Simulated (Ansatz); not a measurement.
# SnH2O2 (SMILES [OH][Sn][OH]) at 6 levels

Aim: a comparison of 6 runs (HF/def2-SVP, HSE06/def2-SVP, PBE-QIDH/def2-SVP, PBE/def2-SVP, SVWN5/def2-SVP, RPA@PBE0/def2-SVP) of SnH2O2. 

The calculation is run with Ansatz 0.2.0.

45 further runs of the same task are left out: 45 set aside as unsound or not needed.

## 1. The molecule

The species is SnH2O2 (5 atoms), meant as a singlet with charge 0. SMILES: `[OH][Sn][OH]`. The Sn2–O3 distance was set to 4.326 Å, away from the relaxed value. At this shape a bond of the SMILES string is far longer than usual.

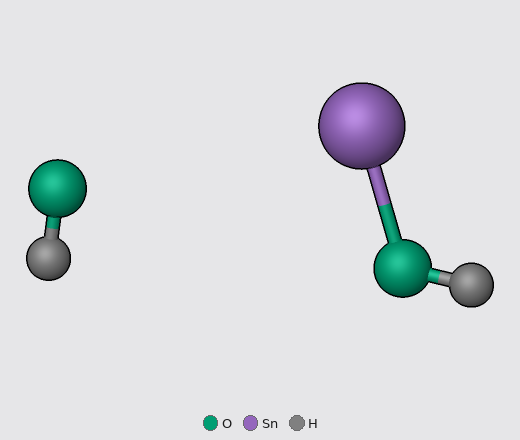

The structure, seen from a chosen angle (oxygen teal, tin purple, hydrogen grey).

## 2. The energy at HF/def2-SVP (core potential) (run 1)

The input, in.yaml:

```yaml
basis:
  gaussian:
    orbitals: def2-SVP
crystal:
  periodic: [false, false, false]
  atoms:
    - {symbol: O, position_ang: [-3.042928, -0.958375, -0.416037]}
    - {symbol: Sn, position_ang: [-2.212328, -2.080075, 0.998663]}
    - {symbol: O, position_ang: [1.561800, 0.002900, 0.636100]}
    - {symbol: H, position_ang: [-3.959828, -1.141775, -0.633637]}
    - {symbol: H, position_ang: [1.527200, 0.695100, -0.033300]}
hamiltonian:
  xc: hf
accuracy: high
output: {orbitals: {seedname: orbitals}}
```

Started as:

```console
$ ansatz run in.yaml --threads 1 --pin off --max-ram 3480MiB --events-out events.jsonl --progress --plain --runs-dir runs
```

What it wrote:

```text
Warning: RAYON_NUM_THREADS=1 ignored (pool sized by the plan → 1); use --threads N
Functional definition: HF
  name "HF"
  exchange = exact_x
  correlation = 0
1345 factors; integrals over basis functions are off by at most 1.9e-8 eV
mean field evaluation 1: about -9895.0308 eV, gradient 6.0e1 eV
mean field evaluation 2: about -9895.0822 eV, gradient 6.0e1 eV
mean field evaluation 4: about -9898.0254 eV, gradient 4.6e1 eV
mean field evaluation 8: about -9902.7521 eV, gradient 4.1e0 eV
mean field evaluation 16: about -9902.8439 eV, gradient 4.2e-3 eV
mean field evaluation 32: about -9902.7956 eV, gradient 1.6e0 eV
mean field -9902.84391072 eV, -363.9228013301 hartree, gradient 2.5e-8 eV, S^2 0.000000; 0 other end points of the search recorded, 0 dependent functions left out
reference -9902.84391072 eV, -363.9228013301 hartree; 20, 20 occupied and 44, 44 virtual orbitals, 1345 factors
Total energy: -9902.84391072 eV, -363.9228013301 hartree
```

Wall time 2.6 s (1 thread of Arm Neoverse V1, shared host); peak memory 0.13 GiB.

## 3. A single-point energy at HSE06/def2-SVP (core potential) (run 2)

The input, input.yaml:

```yaml
crystal:
  periodic: [false, false, false]
  atoms:
    - symbol: O
      position_ang: [-3.042928, -0.958375, -0.416037]
    - symbol: Sn
      position_ang: [-2.212328, -2.080075, 0.998663]
    - symbol: O
      position_ang: [1.561800, 0.002900, 0.636100]
    - symbol: H
      position_ang: [-3.959828, -1.141775, -0.633637]
    - symbol: H
      position_ang: [1.527200, 0.695100, -0.033300]
basis:
  gaussian:
    orbitals: def2-SVP
hamiltonian:
  xc: {name: HSE06}
accuracy: high
output: {orbitals: {seedname: orbitals}}
```

Started as:

```console
$ ansatz run input.yaml --threads 1 --pin off --max-ram 3480MiB --events-out events.jsonl --progress --plain --runs-dir runs
```

What it wrote:

```text
Warning: RAYON_NUM_THREADS=1 ignored (pool sized by the plan → 1); use --threads N
Functional definition: HSE06
  name "HSE06"
  parameter a = 0.25
  parameter omega = 0.11/bohr
  exchange = pbe_x - a*pbe_x_sr(omega) + a*exact_x_sr(omega)
  correlation = pbe_c
1345 factors; integrals over basis functions are off by at most 1.9e-8 eV
104 factors; integrals over basis functions are off by at most 8.0e-10 eV
mean field evaluation 1: about -9931.0615 eV, gradient 8.2e1 eV
mean field evaluation 2: about -9634.5787 eV, gradient 1.7e2 eV
mean field evaluation 4: about -9936.1196 eV, gradient 6.2e1 eV
mean field evaluation 8: about -9837.2680 eV, gradient 1.0e2 eV
mean field evaluation 16: about -9946.4520 eV, gradient 1.5e-1 eV
mean field evaluation 32: about -9941.7600 eV, gradient 3.4e1 eV
mean field -9946.45205555 eV, -365.5253710940 hartree, gradient 2.8e-8 eV, S^2 0.000000; 5 other end points of the search recorded, 0 dependent functions left out
reference -9946.45205887 eV, -365.5253712162 hartree; 20, 20 occupied and 44, 44 virtual orbitals, 1345 factors
Total energy: -9946.45205887 eV, -365.5253712162 hartree
```

Wall time 7.2 s (1 thread of Arm Neoverse V1, shared host); peak memory 0.19 GiB.

Runs 3 to 5 aren't shown in full; the table further down has their settings and results.

## 4. A single-point energy at RPA@PBE0/def2-SVP (core potential) (run 6)

Edit input.yaml of step 3 so:

```diff
@@ -14,7 +14,5 @@
 basis:
-  gaussian:
-    orbitals: def2-SVP
-hamiltonian:
-  xc: {name: HSE06}
+  gaussian: {orbitals: def2-SVP}
 accuracy: high
-output: {orbitals: {seedname: orbitals}}
+hamiltonian: {xc: pbe0}
+correlation: {method: rpa, frozen_orbitals: {H: 0, O: 1, Sn: 4}}
```

Started as:

```console
$ ansatz run input.yaml --threads 1 --pin off --max-ram 3480MiB --events-out events.jsonl --progress --plain --runs-dir runs
```

What it wrote, shortened:

```text
Warning: RAYON_NUM_THREADS=1 ignored (pool sized by the plan → 1); use --threads N
Functional definition: PBE0
  name "PBE0"
[...]
1345 factors; integrals over basis functions are off by at most 1.9e-8 eV
[...]
mean field -9946.60829738 eV, -365.5311128755 hartree, gradient 3.3e-8 eV, S^2 0.000000; 4 other end points of the search recorded, 0 dependent functions left out; unrestricted orbitals would lower it
unrestricted determinant -9906.54600809 eV, -364.0588508992 hartree, S^2 1.0138
6 core orbitals not correlated: weight in the atoms' cores, before any rotation towards them, 1.000 or more for the frozen orbitals, at most 0.000 for the correlated occupied ones
reference -9902.05585567 eV, -363.8938408413 hartree; 14, 14 occupied and 44, 44 virtual orbitals, 1345 factors
Total energy: -9922.00414217 eV, -364.6269268486 hartree
```

It took 13 s on 1 thread of Arm Neoverse V1, shared host; peak memory 0.23 GiB.

## 5. The series

| run | level | frozen core orbitals | energy (Eh) | HOMO energy (eV) | LUMO energy (eV) | HOMO–LUMO gap (eV) | wall time |
| --- | --- | --- | --- | --- | --- | --- | --- |
| 1 | HF/def2-SVP (core potential) | – | -363.922801 | -6.09 | -1.58 | 4.51 | 2.6 s |
| 2 | HSE06/def2-SVP (core potential) | – | -365.525371 | -4.58 | -3.85 | 0.73 | 7.2 s |
| 3 | PBE-QIDH/def2-SVP (core potential) | 6 | -365.191737 | -5.76 | -2.60 | 3.16 | 11 s |
| 4 | PBE/def2-SVP (core potential) | – | -365.560096 | -3.98 | -3.87 | 0.11 | 7.5 s |
| 5 | SVWN5/def2-SVP (core potential) | – | -364.292401 | -4.16 | -4.07 | 0.09 | 4.8 s |
| 6 | RPA@PBE0/def2-SVP (core potential) | 6 | -364.626927 | – | – | – | 13 s |

## 6. Results

| quantity | value |
| --- | --- |
| run 6: total energy | -364.62693 Eh |
| run 6: RPA correlation energy (valence) | -733.1 mEh |

Over runs 1, 2, 3, 4, 5 the HOMO–LUMO gap runs from 0.09 eV (SVWN5/def2-SVP) to 4.51 eV (HF/def2-SVP). Exact exchange widens orbital gaps. Totals of different functionals can't be ranked against each other. In runs 3, 6 the log says that unrestricted orbitals would lower the reference, so the values rest on an unstable closed-shell determinant (other closed-shell runs at this shape may share the fault). In runs 1, 2, 3, 4, 5, 6 a closed-shell determinant meets a far-stretched bond, which it describes badly. All runs together took 46 s, the longest 13 s.
